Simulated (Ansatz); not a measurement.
# B₂FH₅Si: a ladder of functionals and wavefunction methods

How much do the methods differ for B₂FH₅Si? The plan is to run it at one geometry with functionals of several rungs and with coupled cluster, and see how far each lands from CCSD(T) at the basis-set limit for the atomisation energy.

Method: functionals in def2-TZVPP, the program's frozen cores in correlated methods; program: Ansatz 0.2.0, Gaussian basis.

Levels to be run: LDA (SPW92), PBE-D4, revPBE-D4, BLYP-D4, r2SCAN-D4, B97M-V, PBE0-D4, B3LYP-D4, r2SCANh-D4, r2SCAN0-D4, HSE06-D4, BHLYP-D4, CAM-B3LYP-D4, LC-ωPBE, ωB97X-V, ωB97M-V, B2PLYP, PBE-QIDH; CCSD(T)/def2-SVP; CCSD(T)/def2-TZVPP; MP2/def2-QZVPP; extrapolation to the limit; RPA on PBE.

## 1. The relaxed structure

All runs share one geometry, relaxed beforehand with PBE0-D4 in a triple-zeta def2 set.

SMILES `FBB[SiH3]`, 9 atoms, charge 0, spin multiplicity 1.

Atoms are counted from 1 here; the program's logs count them from 0.

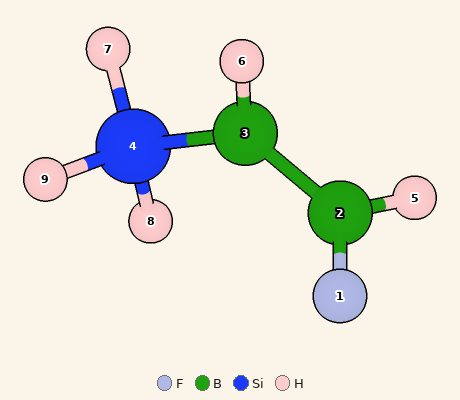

The geometry (fluorine light blue, boron green, silicon blue, hydrogen pink); atoms are numbered from 1 in the order of the file.

## 2. LDA

This LDA is Slater exchange with PW92 correlation.

in.yaml

```yaml
crystal:
  periodic: [false, false, false]
  atoms:
    - {symbol: F, position_ang: [1.412212, 1.443822, -1.812428]}
    - {symbol: B, position_ang: [0.557727, 0.439214, -1.657630]}
    - {symbol: B, position_ang: [-0.551051, 0.333062, -0.423324]}
    - {symbol: Si, position_ang: [-0.142863, -0.505046, 1.360899]}
    - {symbol: H, position_ang: [0.638748, -0.458806, -2.464730]}
    - {symbol: H, position_ang: [-1.678060, 0.716165, -0.568976]}
    - {symbol: H, position_ang: [-1.236848, -1.404309, 1.819910]}
    - {symbol: H, position_ang: [1.141134, -1.253444, 1.417343]}
    - {symbol: H, position_ang: [-0.052398, 0.643042, 2.311836]}
basis:
  gaussian: {orbitals: def2-TZVPP}
hamiltonian: {xc: lda}
output: {orbitals: {seedname: orbitals}}
```

Command:

```console
ansatz run in.yaml --threads 2 --pin off --events-out ev --progress --plain --max-ram 4352MiB
```

After this run come: PBE-D4 (GGA); revPBE-D4 (GGA); BLYP-D4 (GGA); r2SCAN-D4 (meta-GGA); B97M-V (meta-GGA); PBE0-D4 (hybrid); B3LYP-D4 (hybrid); r2SCANh-D4 (hybrid); r2SCAN0-D4 (hybrid); HSE06-D4 (hybrid); BHLYP-D4 (hybrid); CAM-B3LYP-D4 (range-separated); LC-ωPBE (range-separated); ωB97X-V (range-separated); ωB97M-V (range-separated); B2PLYP (double hybrid); PBE-QIDH (double hybrid); CCSD(T) in def2-SVP; CCSD(T) in def2-TZVPP; MP2 in def2-QZVPP; RPA on PBE orbitals.

**Question.** What will the summary of the whole plan be? Wanted: atomisation energy, CCSD(T)/CBS; farthest beyond LDA; mean size of error, GGA; mean size of error, meta-GGA; mean size of error, hybrid; mean size of error, range-separated; mean size of error, double hybrid; gap, smallest and largest; T1 diagnostic.

**Answer**, as computed:

```
                               quantity                                                              value
        atomisation energy, CCSD(T)/CBS                                                      2987.7 kJ/mol
 functionals within 14.9 kJ/mol (0.5 %)  BLYP-D4, PBE0-D4, r2SCAN0-D4, HSE06-D4, LC-ωPBE, B2PLYP, PBE-QIDH
                    farthest beyond LDA                                              B97M-V (+49.5 kJ/mol)
                mean size of error, GGA                                                        23.7 kJ/mol
           mean size of error, meta-GGA                                                        44.8 kJ/mol
             mean size of error, hybrid                                                        17.5 kJ/mol
    mean size of error, range-separated                                                        29.5 kJ/mol
      mean size of error, double hybrid                                                         4.3 kJ/mol
              gap, smallest and largest                          2.87 eV (LDA (SPW92)), 10.42 eV (LC-ωPBE)
                          T1 diagnostic                                                             0.0140
triples share of the correlation energy                                                              3.0 %
```

What this shows: The LDA atomisation energy is off by 377.6 kJ/mol (13 %): it overbinds. PBE-D4 misses by +39.7 kJ/mol. Double hybrids carry the basis error of their MP2 part in triple zeta, and no dispersion term here, so their miss is partly the set-up's. By mean error the best rung here is double hybrid (4.3 kJ/mol) and the worst beyond LDA is meta-GGA (44.8 kJ/mol). Misses under about 14.9 kJ/mol are within the doubt on the reference itself, which lacks core-valence correlation, relativity and higher excitations. Hartree-Fock recovers 79 % of the binding; the rest is correlation. CCSD(T) in def2-SVP is off by -134.1 kJ/mol, worse than the median functional, from the basis alone. The gap grows from 2.9 to 10.4 eV across the functionals, mostly with the share of exact exchange.
